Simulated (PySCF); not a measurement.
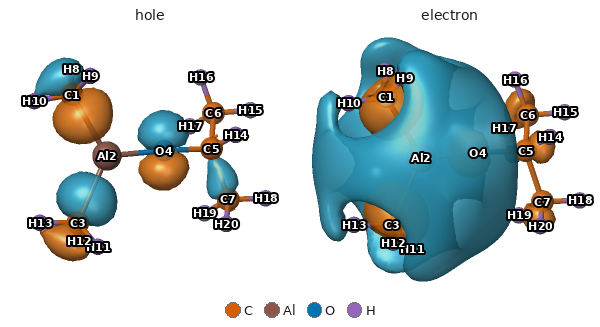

Figure 1: C5H13AlO, SMILES `C[Al](C)OC(C)C`. Leading natural transition orbital pair of S₂ (TDA singlet states); the surfaces enclose about 70 % of each orbital's density.

Method: CAM-B3LYP/def2-SVP; geometry: GFN2-xTB; program: PySCF. No frequency check shows the geometry to be a minimum. Without diffuse functions Rydberg states are missing, so the states' numbers hold for this basis only.

Input

```python
import numpy as np
from pyscf import gto, scf, dft, tdscf
from pyscf.scf import atom_ks, atom_hf
from scipy.linalg import block_diag

def solve(mol, dm0=None, hcore=None):
    mf = (dft.UKS if mol.spin else dft.RKS)(mol, xc='camb3lyp')
    mf.grids.level = 3
    mf = mf.density_fit(auxbasis='def2-universal-jkfit')
    mf.conv_tol, mf.max_cycle = 1e-8, 80
    if hcore is not None:
        mf.get_hcore = lambda *args: hcore
    mf.kernel(dm0)
    if not mf.converged:
        mf = mf.newton().run(mf.mo_coeff, mf.mo_occ, max_cycle=30)
    assert mf.converged, 'SCF not converged'
    return mf

mol = gto.M(atom='''
C     -2.37543     1.65551     0.12722
Al    -1.28702    -0.02046     0.03481
C     -2.02651    -1.84635    -0.31830
O      0.33835     0.12236     0.28720
C      1.72689     0.18056     0.40020
C      2.29005     1.18260    -0.60624
C      2.32748    -1.20758     0.18423
H     -2.03915     2.39387    -0.60620
H     -2.28781     2.13688     1.10545
H     -3.43704     1.47999    -0.05293
H     -1.82878    -2.52805     0.51384
H     -1.56643    -2.30193    -1.19992
H     -3.10505    -1.84232    -0.48207
H      1.97162     0.52116     1.41809
H      3.36798     1.26698    -0.49592
H      1.83701     2.15809    -0.44688
H      2.05746     0.85367    -1.61693
H      3.40713    -1.17848     0.30671
H      2.08790    -1.55508    -0.81834
H      1.90468    -1.90615     0.90230
''', basis='def2-svp', charge=0, spin=0, verbose=4)
mf = solve(mol)
td = mf.TDA()
td.nstates, td.singlet, td.conv_tol = 6, True, 1e-5
td.kernel()
td.analyze()
x, y = np.array([p[0] for p in td.xy]), np.array([p[1] + 0 * p[0] for p in td.xy])
f, mu = td.oscillator_strength(), td.transition_dipole()
nto = [td.get_nto(state=i + 1, verbose=4) for i in range(len(td.e))]
# spherically averaged free atoms, for the promolecule
atm = atom_ks.get_atm_nrks(mol, xc='camb3lyp')
pro = block_diag(*[(atm[a[0]][2] * atm[a[0]][3]) @ atm[a[0]][2].T for a in mol._atom])
np.savez('result.npz', e=td.e, f=f, ok=td.converged, w=[n[0] for n in nto], nto=[n[1] for n in nto], x=x, y=y, c=mf.mo_coeff, occ=mf.mo_occ, eps=mf.mo_energy, pro=pro, mu=mu)
```

Command:

```sh
OMP_NUM_THREADS=1 python input.py
```

The run took 8.8 min on 1 thread of Intel(R) Xeon(R) Platinum 8259CL CPU @ 2.50GHz (Skylake/Cascade Lake), on a shared host, peak memory 1 GiB.

Question: Where does the state lie, and where do hole and electron sit?

Answer: 6.91 eV (179 nm), f = 0.199 (bright); the leading pair carries 97 %; hole on O4 (26 %), C1 and C3 (20 % each) and Al2 (13 %), electron on Al2 (40 %), C1 and C3 (9 % each) and O4 (5 %); their centroids lie 0.2 Å apart. In canonical orbitals it is mainly HOMO → LUMO+1 (95 %). The HOMO–LUMO gap is 9.51 eV.
